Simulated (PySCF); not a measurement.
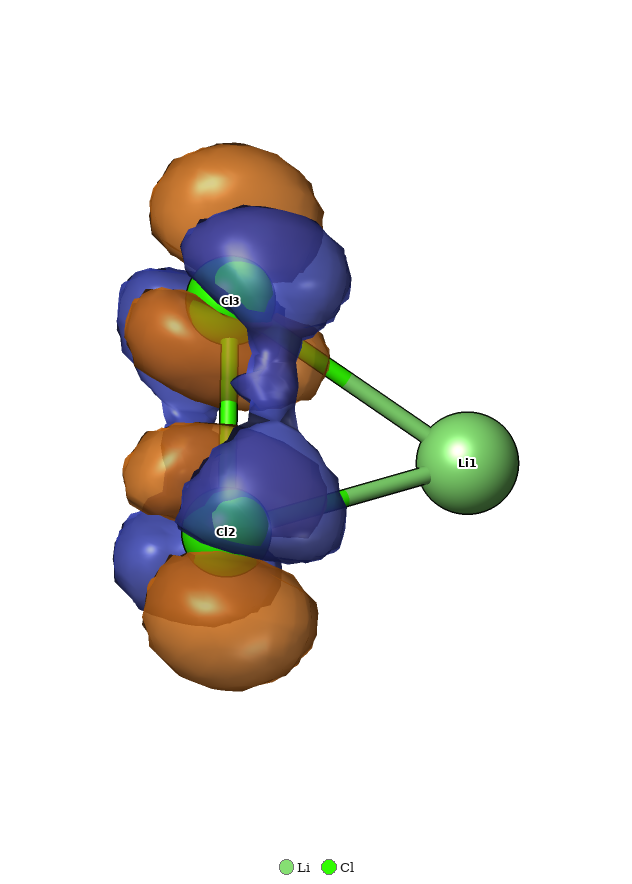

Cl2Li, charge +1, SMILES `[Li+].ClCl`. Unrelaxed difference density of S₃ less the ground state (TDA singlet states), ±0.05 e/Å³; orange: gain, blue: loss.

Method: BHandHLYP/def2-SVP; geometry: an unrelaxed start of a pair search; program: PySCF. Without diffuse functions Rydberg states are missing, so the states' numbers hold for this basis only.

Question: How does the charge move on excitation?

Answer: 0.62 e is displaced in all, mostly between regions of the same atoms. The state: 6.62 eV (187 nm), f = 0.000 (dark), ligand-centred; the leading pair carries 100 %; hole on Cl2 and Cl3 (49 % each), electron on Cl2 and Cl3 (49 % each); their centroids lie 0.0 Å apart.
